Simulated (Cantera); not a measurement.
Input: 1 mol N₂O, 0.012 mol SO₂, held at 0.210 Torr.

Method: chemical equilibrium by Gibbs-energy minimisation in Cantera with the NASA 1993 tables (ideal gas, pure condensed phases). Candidate condensed phases: S; 17 gas species. The numbers say what is thermodynamically allowed, not how fast it happens.

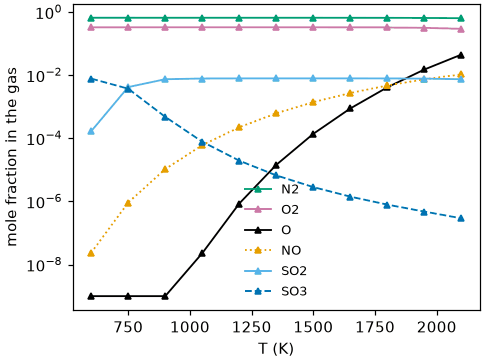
Figure: Equilibrium gas composition (values under 1e-9 drawn at 1e-9)

### Question
Read off the mole fractions at 750 K.

### Answer
N₂ about 0.66, O₂ about 0.33, SO₂ about 0.0042, SO₃ about 0.0037, NO about 9.2e-7.
